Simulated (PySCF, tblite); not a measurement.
# C₅H₁₀O₂Si− (doublet): geometry, infrared bands and EPR parameters

What infrared bands and EPR parameters should C₅H₁₀O₂Si− (doublet) (`[CH2-][CH][C@]1(C)CO[SiH2]O1`) show?

Programs: tblite 0.8.0 and PySCF 2.14.0, with density-fitted response routines of our own. Each step states its level of theory. These are calculated values for one molecule in the gas phase, unless marked as measured. Atoms count from 0, in the outputs and in this text.

## Step 1: Starting geometry

18 atoms, charge -1, multiplicity 2; geometry from: force field or distance geometry start.

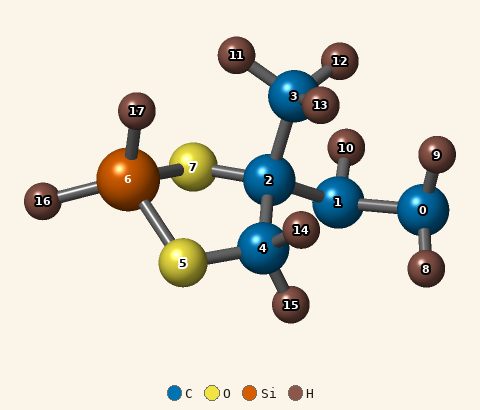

The starting geometry (carbon blue, oxygen yellow, silicon orange, hydrogen brown), atoms numbered.

## Step 2: Relaxing the molecule with GFN2-xTB

Job settings and geometry (Å):

```
{"job": {"kind": "relax", "xc": "GFN2-xTB", "basis": "xTB"}, "charge": -1, "multiplicity": 2}
C      2.428400     0.474700    -0.376200
C      1.136000     0.715400    -1.177200
C     -0.071400     0.185500    -0.392700
C     -0.101700     0.978100     0.897600
C      0.098400    -1.273100    -0.198200
O     -1.079800    -1.962700    -0.242900
Si    -2.265100    -0.701900    -0.248000
O     -1.260200     0.463400    -1.036400
H      2.716000    -0.599300    -0.389900
H      2.358000     0.852900     0.662400
H      1.039800     1.833000    -1.232000
H     -1.174000     1.264400     1.116300
H      0.464400     1.924600     0.851800
H      0.294100     0.364500     1.723200
H      0.551800    -1.437100     0.812700
H      0.799300    -1.639800    -0.945800
H     -3.451400    -1.066800    -0.986200
H     -2.491400    -0.369300     1.149700
```

On the command line:

```console
> OMP_NUM_THREADS=1 python probes_run.py task.json out
```

The driver reads the jobs from task.json and runs them one after another.

Standard output:

```text
step      E/eV     max force
  0    -700.97159    3.772
  1    -701.57701    1.846
  2    -701.73189    1.144
  3    -701.78510    1.084
  4    -701.94373    0.910
  5    -702.04067    1.140
  6    -702.15990    0.845
  7    -702.24908    0.899
  8    -702.35951    0.907
  9    -702.43683    0.987
 10    -702.56938    0.939
 11    -702.63525    0.735
 12    -702.69725    0.869
 13    -702.70486    1.607
 14    -702.78817    0.877
 15    -702.85199    0.844
 16    -702.95219    0.591
 17    -702.99171    0.698
 18    -703.02975    0.603
 19    -703.08174    0.672
 20    -703.13123    0.757
 21    -703.17087    1.109
 22    -703.24286    0.794
 23    -703.28296    0.450
 24    -703.33000    0.492
 25    -703.34468    0.503
 26    -703.37555    0.279
 27    -703.38595    0.287
 28    -703.39770    0.270
 29    -703.40610    0.263
 30    -703.41452    0.226
 31    -703.42440    0.288
 32    -703.43347    0.246
 33    -703.44112    0.246
 34    -703.44820    0.198
 35    -703.45574    0.260
 36    -703.46621    0.255
 37    -703.47908    0.272
 38    -703.49010    0.273
 39    -703.49937    0.300
 40    -703.51111    0.330
 41    -703.52309    0.337
 42    -703.53539    0.315
 43    -703.55716    0.566
 44    -703.58882    0.628
 45    -703.63536    0.574
 46    -703.66939    1.130
 47    -703.73430    0.994
 48    -703.83019    1.464
 49    -703.91023    2.555
 50    -703.91814    3.101
 51    -704.18470    1.288
 52    -704.30627    0.953
 53    -704.42156    0.843
 54    -704.49257    0.824
 55    -704.55018    0.511
 56    -704.58939    0.427
 57    -704.64980    0.638
 58    -704.69100    0.556
 59    -704.71767    0.430
 60    -704.73554    0.441
 61    -704.75190    0.481
 62    -704.76611    0.370
 63    -704.77820    0.201
 64    -704.78372    0.175
 65    -704.78751    0.159
 66    -704.79041    0.123
 67    -704.79409    0.131
 68    -704.79752    0.129
 69    -704.80137    0.134
 70    -704.80460    0.132
 71    -704.80710    0.118
 72    -704.80943    0.113
 73    -704.81219    0.143
 74    -704.81565    0.128
 75    -704.81888    0.118
 76    -704.82156    0.134
 77    -704.82385    0.104
 78    -704.82594    0.078
 79    -704.82751    0.074
 80    -704.82843    0.056
 81    -704.82896    0.054
 82    -704.82938    0.056
 83    -704.82975    0.051
 84    -704.83009    0.046
 85    -704.83042    0.044
 86    -704.83078    0.052
 87    -704.83122    0.071
 88    -704.83174    0.064
 89    -704.83228    0.051
 90    -704.83278    0.053
 91    -704.83321    0.047
 92    -704.83366    0.047
 93    -704.83416    0.053
 94    -704.83466    0.049
 95    -704.83509    0.041
 96    -704.83549    0.042
 97    -704.83591    0.041
 98    -704.83639    0.051
 99    -704.83681    0.043
100    -704.83712    0.050
101    -704.83736    0.050
102    -704.83765    0.038
103    -704.83800    0.049
104    -704.83843    0.060
105    -704.83889    0.053
106    -704.83941    0.057
107    -704.84005    0.054
108    -704.84088    0.068
109    -704.84197    0.097
110    -704.84350    0.136
111    -704.84560    0.104
112    -704.84606    0.363
113    -704.84621    0.278
114    -704.84957    0.252
115    -704.85079    0.109
116    -704.85150    0.058
117    -704.85269    0.056
118    -704.85355    0.069
119    -704.85428    0.067
120    -704.85501    0.059
121    -704.85555    0.064
122    -704.85601    0.070
123    -704.85658    0.101
124    -704.85750    0.098
125    -704.85973    0.123
126    -704.86232    0.167
127    -704.86708    0.260
128    -704.87231    0.249
129    -704.87434    0.402
130    -704.88204    0.242
131    -704.88532    0.194
132    -704.88889    0.151
133    -704.89198    0.135
134    -704.89437    0.132
135    -704.89847    0.114
136    -704.90078    0.112
137    -704.90197    0.104
138    -704.90270    0.095
139    -704.90339    0.056
140    -704.90409    0.066
141    -704.90482    0.080
142    -704.90602    0.093
143    -704.90823    0.128
144    -704.91110    0.143
145    -704.91500    0.157
146    -704.91920    0.134
147    -704.92066    0.268
148    -704.92477    0.237
149    -704.92847    0.149
150    -704.93249    0.237
151    -704.93684    0.150
152    -704.93938    0.269
153    -704.94288    0.174
154    -704.94586    0.133
155    -704.94907    0.173
156    -704.95270    0.151
157    -704.95671    0.191
158    -704.96013    0.144
159    -704.96257    0.136
160    -704.96451    0.139
161    -704.96457    0.202
162    -704.96620    0.165
163    -704.96785    0.115
164    -704.96889    0.082
165    -704.97096    0.102
166    -704.97263    0.114
167    -704.97471    0.130
168    -704.97733    0.141
169    -704.98098    0.176
170    -704.98421    0.152
171    -704.98793    0.114
172    -704.99112    0.093
173    -704.99320    0.080
174    -704.99446    0.098
175    -704.99548    0.088
176    -704.99652    0.104
177    -704.99785    0.098
178    -704.99900    0.076
179    -704.99983    0.061
180    -705.00030    0.042
181    -705.00065    0.042
182    -705.00091    0.041
183    -705.00122    0.036
184    -705.00149    0.028
185    -705.00173    0.026
186    -705.00190    0.031
187    -705.00204    0.028
188    -705.00216    0.024
189    -705.00227    0.019
190    -705.00236    0.019
191    -705.00244    0.019
192    -705.00252    0.023
193    -705.00262    0.025
194    -705.00276    0.026
195    -705.00294    0.029
196    -705.00316    0.027
197    -705.00340    0.025
198    -705.00360    0.026
199    -705.00377    0.030
200    -705.00390    0.032
201    -705.00403    0.028
202    -705.00416    0.028
203    -705.00435    0.041
204    -705.00459    0.046
205    -705.00489    0.039
206    -705.00522    0.035
207    -705.00556    0.033
208    -705.00586    0.046
209    -705.00611    0.046
210    -705.00629    0.029
211    -705.00642    0.023
212    -705.00651    0.023
213    -705.00659    0.023
214    -705.00668    0.019
215    -705.00679    0.030
216    -705.00692    0.025
217    -705.00704    0.042
218    -705.00713    0.018
219    -705.00719    0.016
220    -705.00723    0.017
221    -705.00726    0.013
222    -705.00729    0.013
223    -705.00731    0.011
224    -705.00734    0.013
225    -705.00737    0.012
226    -705.00740    0.011
227    -705.00741    0.008
```

It took 1.4 s on 1 thread of Arm Neoverse V2, shared host.

Relaxation path: (not every step is listed)

| step | energy from step 0 (eV) | largest force (eV/Å) |
| --- | --- | --- |
| 0 | 0.0000 | 3.7720 |
| 1 | -0.6054 | 1.8461 |
| 2 | -0.7603 | 1.1437 |
| 3 | -0.8135 | 1.0836 |
| 4 | -0.9721 | 0.9102 |
| 5 | -1.0691 | 1.1399 |
| 6 | -1.1883 | 0.8446 |
| 7 | -1.2775 | 0.8992 |
| 8 | -1.3879 | 0.9073 |
| 29 | -2.4345 | 0.2629 |
| 50 | -2.9466 | 3.1014 |
| 71 | -3.8355 | 0.1176 |
| 92 | -3.8621 | 0.0474 |
| 113 | -3.8746 | 0.2783 |
| 134 | -3.9228 | 0.1316 |
| 155 | -3.9775 | 0.1732 |
| 176 | -4.0249 | 0.1040 |
| 197 | -4.0318 | 0.0252 |
| 218 | -4.0355 | 0.0185 |
| 222 | -4.0357 | 0.0130 |
| 223 | -4.0357 | 0.0107 |
| 224 | -4.0358 | 0.0133 |
| 225 | -4.0358 | 0.0121 |
| 226 | -4.0358 | 0.0112 |
| 227 | -4.0358 | 0.0081 |

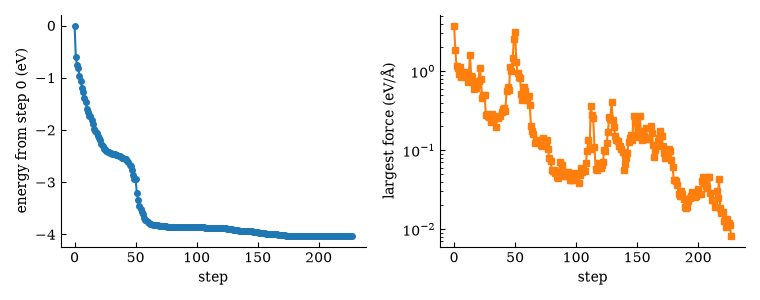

Energy and force, step by step.

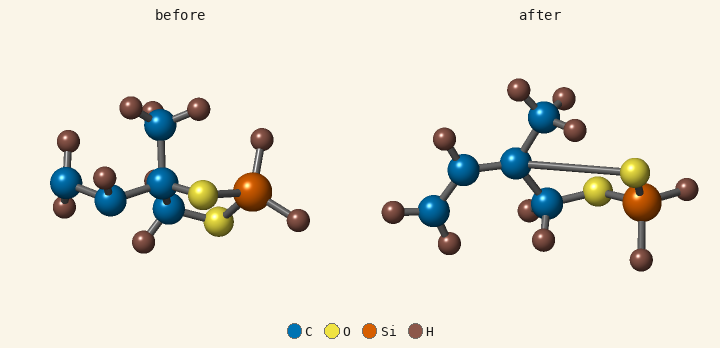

Before and after, at one scale.

Close pairs (by a distance rule), those that changed most:

| bond | before (Å) | after (Å) | change (Å) |
| --- | --- | --- | --- |
| C2–O7 | 1.380 | 3.497 | +2.117 |
| Si6–O7 | 1.729 | 1.541 | -0.188 |
| C0–C1 | 1.539 | 1.369 | -0.171 |
| C1–C2 | 1.534 | 1.388 | -0.146 |
| Si6–H16 | 1.444 | 1.500 | +0.056 |
| C3–H11 | 1.131 | 1.091 | -0.040 |
| C2–C3 | 1.515 | 1.476 | -0.038 |
| C0–H8 | 1.112 | 1.075 | -0.037 |

The end geometry stands in the next job.

## Step 3: Infrared spectrum with GFN2-xTB

Job settings and geometry (Å):

```
{"job": {"kind": "ir", "xc": "GFN2-xTB", "basis": "xTB"}, "charge": -1, "multiplicity": 2}
C      2.782272     0.016531    -0.750740
C      1.875166     0.735164    -0.019998
C      0.595782     0.342385     0.349205
C     -0.295347     1.226418     1.126043
C      0.033723    -0.988742    -0.065595
O     -1.225034    -1.261503     0.394302
Si    -2.589438    -0.687765    -0.431841
O     -2.749192     0.841544    -0.540261
H      2.557094    -0.962070    -1.133557
H      3.756769     0.415379    -0.977464
H      2.188821     1.719755     0.318221
H     -0.651184     0.713866     2.021499
H     -1.202024     1.410701     0.528514
H      0.185923     2.165584     1.395917
H      0.714597    -1.787993     0.294075
H      0.062426    -1.036152    -1.172860
H     -2.497515    -1.406374    -1.745080
H     -3.551600    -1.450410     0.397961
```

Standard output:

```text
mode    cm-1     km/mol
  1      52.1      3.41
  2      72.5      2.10
  3     135.3     20.35
  4     186.4     13.67
  5     207.6      1.68
  6     240.5      3.20
  7     251.6     15.06
  8     311.7      5.82
  9     328.0      0.97
 10     353.5     73.95
 11     481.0     11.89
 12     519.1     12.66
 13     548.3      2.58
 14     599.2    210.56
 15     635.6    107.68
 16     683.9     23.05
 17     703.4     18.21
 18     802.1    257.31
 19     813.1     53.31
 20     866.7    233.78
 21     903.0      6.20
 22     956.8     18.26
 23     976.6      0.64
 24    1019.7      5.58
 25    1039.8     25.58
 26    1142.5     43.34
 27    1216.3    252.46
 28    1243.1     71.03
 29    1253.8     22.21
 30    1293.4     32.90
 31    1333.3     14.03
 32    1359.9     11.57
 33    1385.0     32.93
 34    1430.9     21.56
 35    1445.6     19.32
 36    1473.2      2.99
 37    1483.4     19.41
 38    1528.0     16.39
 39    1877.4    667.49
 40    2057.4    603.17
 41    2706.1    109.47
 42    2762.1     97.12
 43    2830.8    442.62
 44    2976.4     29.62
 45    2988.2     33.56
 46    2999.8    138.88
 47    3093.9     73.96
 48    3134.6     78.58
```

Run time: 0.54 s. Hardware: 1 thread of Arm Neoverse V2, shared host.

Which atoms move in the most intense modes:

| cm⁻¹ | km/mol | atoms |
| --- | --- | --- |
| 599 | 210.6 | H17 28 %, H16 25 %, Si6 22 % |
| 802 | 257.3 | H16 36 %, H17 29 %, C4 10 % |
| 867 | 233.8 | H16 52 %, H17 44 % |
| 1216 | 252.5 | O7 56 %, Si6 33 % |
| 1877 | 667.5 | H16 91 % |
| 2057 | 603.2 | H17 91 % |
| 2831 | 442.6 | H12 92 % |
| 3000 | 138.9 | H13 79 %, H10 13 % |

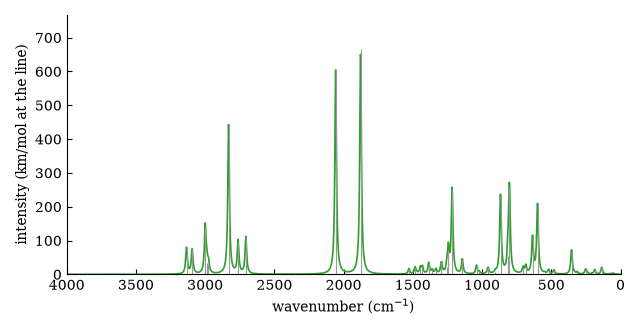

The infrared spectrum from these modes, unscaled. Lines are broadened to a width of 14 cm⁻¹ (Lorentzian).

The optimised geometry no longer has the bonds of the starting formula, so what follows describes that rearranged structure.

## Step 4: g tensor and hyperfine couplings: B3LYP/pcH-1

The job, as its differences from that of step 3:

```diff
@@ -1,2 +1,2 @@
-{"job": {"kind": "ir", "xc": "GFN2-xTB", "basis": "xTB"}, "charge": -1, "multiplicity": 2}
+{"job": {"kind": "epr", "basis": "pcH-1"}, "charge": -1, "multiplicity": 2}
 C      2.782272     0.016531    -0.750740
```

With the program's defaults for keys left out, this is: UKS B3LYP, pcH-1 on C H O Si, non-relativistic, mean-field spin-orbit, GIAO.

Standard output:

```text
UKS, coarse grid
  cycle   1  E = -636.23991971  |g| = 9.32e-01
  cycle   2  E = -632.74794854  |g| = 2.36e+00
  cycle   3  E = -636.41507629  |g| = 5.69e-01
  cycle   4  E = -636.56612563  |g| = 1.81e-01
  cycle   5  E = -636.57444172  |g| = 1.07e-01
  cycle   6  E = -636.57878555  |g| = 2.46e-02
  cycle   7  E = -636.57906346  |g| = 5.60e-03
  cycle   8  E = -636.57907948  |g| = 2.75e-03
  cycle   9  E = -636.57908486  |g| = 1.52e-03
  cycle  10  E = -636.57908662  |g| = 5.91e-04
UKS, final grid
  cycle   1  E = -636.57907402  |g| = 8.77e-04
  cycle   2  E = -636.57907325  |g| = 1.52e-03
  cycle   3  E = -636.57907444  |g| = 1.47e-04
  cycle   4  E = -636.57907445  |g| = 6.48e-05
  cycle   5  E = -636.57907446  |g| = 5.39e-05
  cycle   6  E = -636.57907446  |g| = 1.46e-05
E = -636.57907446 Eh   <S^2> = 0.7698 (exact 0.7500)
g shifts (ppm)      1          2          3
  rmc          -140       -140       -140
  gc             -3         31         22
  oz_so          98        515        882
  total         -44        407        764
hyperfine (MHz)  atom isotope    a_iso     a_fc   dipolar eigenvalues
    0   13C      47.34      47.41    -45.50    -43.72     89.23
    1   13C     -41.82     -41.84    -19.94      7.04     12.90
    2   13C      54.61      54.68    -49.72    -48.94     98.66
    3   13C     -19.81     -19.81     -2.98     -0.57      3.54
    4   13C     -21.11     -21.12     -0.82     -0.53      1.35
    5   17O      -0.14      -0.14     -0.82      0.27      0.55
    6  29Si       1.04       1.04     -0.48      0.06      0.42
    7   17O      -2.95      -2.94     -2.89      1.25      1.64
    8    1H     -35.81     -35.82    -19.60     -0.17     19.78
    9    1H     -36.71     -36.71    -22.57      0.31     22.26
   10    1H       8.46       8.46     -4.93     -0.48      5.41
   11    1H      76.66      76.65     -3.59     -2.41      6.00
   12    1H      95.14      95.14     -4.88     -1.56      6.44
   13    1H       1.28       1.28     -2.80     -2.41      5.22
   14    1H      54.82      54.82     -3.81     -1.51      5.33
   15    1H      60.90      60.90     -3.67     -1.62      5.30
   16    1H       2.01       2.01     -0.85     -0.63      1.48
   17    1H      -0.03      -0.03     -0.54     -0.51      1.05
```

Wall time 98 s (1 thread of Arm Neoverse V2, shared host); peak memory 1.1 GiB.

Principal g values 2.00228, 2.00273, 2.00308; g(iso) = 2.00269, against 2.00232 for a free electron.

Hyperfine couplings, nucleus by nucleus at this fixed geometry (no averaging over rotations):

| nuclei | isotope | a(iso) (MHz) | a(iso) (G, at g = 2.0023) | largest dipolar term (MHz) |
| --- | --- | --- | --- | --- |
| H12 | 1H | 95.1 | 33.9 | 6.4 |
| H11 | 1H | 76.7 | 27.4 | 6.0 |
| H15 | 1H | 60.9 | 21.7 | 5.3 |
| H14 | 1H | 54.8 | 19.6 | 5.3 |
| C2 | 13C | 54.6 | 19.5 | 98.7 |
| C0 | 13C | 47.3 | 16.9 | 89.2 |
| C1 | 13C | -41.8 | -14.9 | -19.9 |
| H9 | 1H | -36.7 | -13.1 | -22.6 |
| H8 | 1H | -35.8 | -12.8 | 19.8 |
| C4 | 13C | -21.1 | -7.5 | 1.3 |
| C3 | 13C | -19.8 | -7.1 | 3.5 |
| H10 | 1H | 8.5 | 3.0 | 5.4 |
| O7 | 17O | -2.9 | -1.1 | -2.9 |
| H16 | 1H | 2.0 | 0.7 | 1.5 |

Mulliken spin populations:

C0 0.62; C1 -0.21; C2 0.60; C3 -0.05; C4 -0.05; O5 0.00; Si6 0.00; O7 0.01; H8 -0.03; H9 -0.03; H10 0.01; H11 0.03; H12 0.03; H13 0.00; H14 0.03; H15 0.03; H16 0.00; H17 0.00

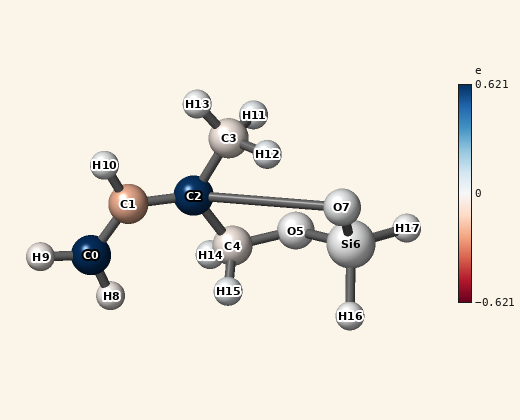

Mulliken spin populations, as colours on the atoms.

The fields below are evaluated on a grid from the run's orbitals.

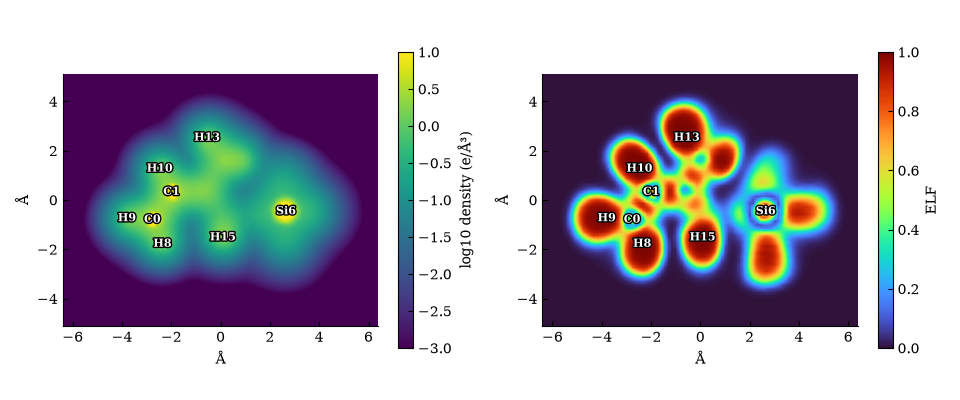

Density (left) and ELF (right) in a plane through or near 8 of the atoms.

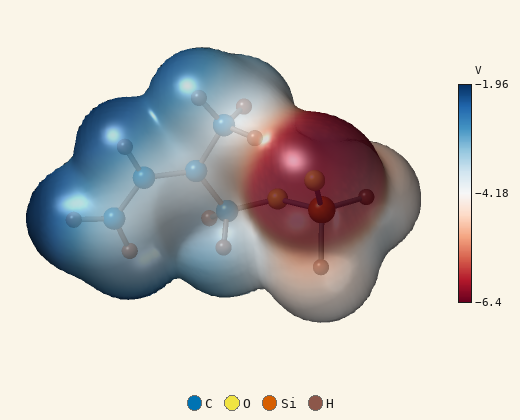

The potential that a unit positive charge feels on the 0.002 e/bohr³ surface, from -6.40 V near O7 to -1.96 V near H9.

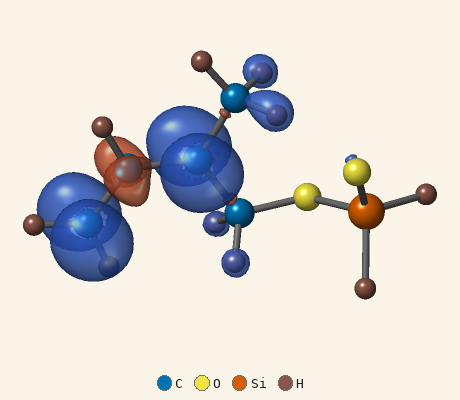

Spin density at ±0.03 e/Å³ (alpha excess blue, beta excess red).

## Step 5: Results

| quantity | value |
| --- | --- |
| strongest single infrared mode (GFN2-xTB) | 1877 cm⁻¹, 667 km/mol |
| zero-point energy (GFN2-xTB) | 83.9 kcal/mol |
| g(iso) (B3LYP) | 2.00269 |
| ⟨S²⟩ | 0.770 (exact 0.75) |
| largest a(iso) | 1H on H12, 95.1 MHz |

The optimisation took 227 steps and gained 4.036 eV; among the close pairs (by a distance rule), C2–O7 changed most, from 1.380 to 3.497 Å. The frame itself reshapes: C2···O7 goes from 1.38 to 3.50 Å, C2···Si6 goes from 2.37 to 3.44 Å. No mode is imaginary among the 48: a minimum at this level. The strongest single mode, at 1877 cm⁻¹, moves mainly H16. Unscaled tight-binding wavenumbers are off by several per cent, some by more. Its intensities can rank the bands wrongly. The structure rearranged or came apart on optimisation; the results belong to the end geometry, not to the formula as drawn. The largest spin populations lie on C0 (0.62 e), C2 (0.60 e). The isotropic g lies 0.4 ppt above the free-electron value. The records flag this anion as possibly unbound in the gas phase, so the basis may hold the extra electron. These values are for one conformer; the search (at its own cheap level) found 2 more, at 0.55, 0.65 kcal/mol, and measured spectra average over such forms.
